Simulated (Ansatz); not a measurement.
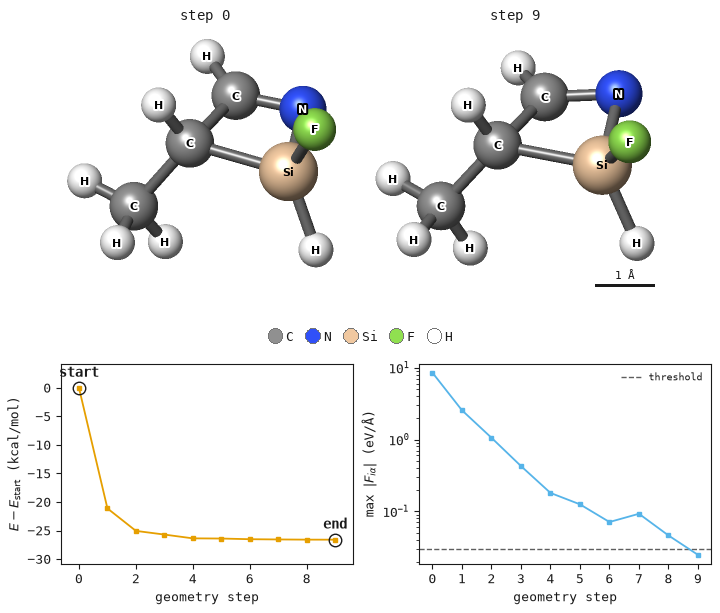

First and last geometry of a relaxation of C3H6FNSi (coarse preliminary run), with the history of the run. Style: ball-and-stick. Shown at a tilt.

The start comes from a force field.

Level of theory: RKS PBE-D4/def2-SVP in Ansatz.

Input file:
```yaml
crystal:
  periodic: [false, false, false]
  atoms:
    - {symbol: C, position_ang: [0.937300, -1.111100, -0.565400]}
    - {symbol: C, position_ang: [0.412300, 0.070000, 0.298500]}
    - {symbol: C, position_ang: [-0.817200, -0.244900, 1.194900]}
    - {symbol: N, position_ang: [-1.637700, 0.557600, 0.790300]}
    - {symbol: Si, position_ang: [-0.743000, 1.297200, -0.445500]}
    - {symbol: F, position_ang: [-0.405000, 2.818200, -0.012100]}
    - {symbol: H, position_ang: [0.092600, -1.562600, -1.098100]}
    - {symbol: H, position_ang: [1.436300, -1.807600, 0.021200]}
    - {symbol: H, position_ang: [1.609600, -0.696300, -1.284900]}
    - {symbol: H, position_ang: [1.246400, 0.523300, 0.882400]}
    - {symbol: H, position_ang: [-0.803800, -0.998500, 2.032300]}
    - {symbol: H, position_ang: [-1.250900, 1.099500, -1.779500]}
basis:
  gaussian: {orbitals: def2-SVP}
hamiltonian: {xc: pbe, dispersion: d4}
relax: {f_tol: 0.03, max_steps: 200}
```

Launched with:
```bash
ansatz run in.yaml --threads 4 --pin off --events-out ev --progress --plain --max-ram 10444MiB
```

Question: Did the run converge, and what did it change?

Answer: It converged. Over 9 geometry steps the energy falls by 26.6 kcal/mol. The largest force component goes from 8.5 to 0.025 eV/Å. The largest move after the best rigid fit is that of N4, 0.29 Å. By element the largest moves are N 0.29 Å, F 0.27 Å, H 0.24 Å, Si 0.13 Å, C 0.06 Å. Among the contacts that change: N4–Si5 1.695 → 1.802 Å, C3–N4 1.217 → 1.302 Å, C1–H8 1.038 → 1.111 Å, C2–Si5 1.842 → 1.908 Å. Among the angles between lasting bonds that change: C3–N4–Si5 100.0° → 87.5°, C2–C3–N4 102.0° → 114.2°, N4–C3–H11 134.1° → 122.5°.

```
step  E − E(0), kcal/mol  largest force component, eV/Å
   0                0.00                         8.5246
   1              -21.12                         2.5567
   2              -25.06                         1.0591
   3              -25.70                         0.4276
   4              -26.37                         0.1806
   5              -26.40                         0.1253
   6              -26.51                         0.0710
   7              -26.56                         0.0926
   8              -26.59                         0.0462
   9              -26.60                         0.0248
```
